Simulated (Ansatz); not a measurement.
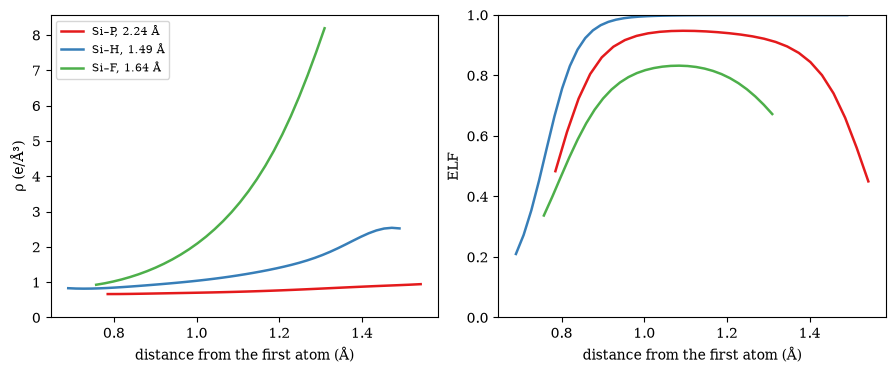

*FH5PSi2 (SMILES F[SiH2][P][SiH3]) (doublet). Electron density and electron localisation function along straight lines between neighbouring atoms. The curves leave out the atomic cores.*

Geometry: r2SCAN-D4/def2-SVP.

Theory: isolated molecule in a Gaussian basis; Kohn-Sham density functional theory, functional PBE0 (Ansatz 0.2.0).

```
atom    x (Å)    y (Å)    z (Å)
   F   0.3893  -3.0107  -1.1718
   P   2.1730  -1.2993  -3.2556
  Si   1.0750  -3.1591  -2.6507
  Si   1.7043  -0.1491  -1.3626
   H  -0.0157  -3.4398  -3.6273
   H   2.0236  -4.3077  -2.5942
   H   0.2291   0.0146  -1.1982
   H   2.3360   1.1969  -1.4835
   H   2.2668  -0.8493  -0.1696
```

What can be read from the curves?

Answer. Si–P (2.24 Å): the density is about 0.74 e/Å³ at the midpoint; the ELF peaks at about 0.95 between the atoms; a shared electron pair.
Si–H (1.49 Å): ρ at the midpoint is about 0.82 e/Å³; the ELF climbs to about 1 towards the hydrogen, as it does in any bond to H.
Si–F (1.64 Å): the density is about 1.1 e/Å³ at the midpoint; the ELF peaks at about 0.85 in the valence shell of F, 0.6 Å from its nucleus, and is about 0.55 at the midpoint.
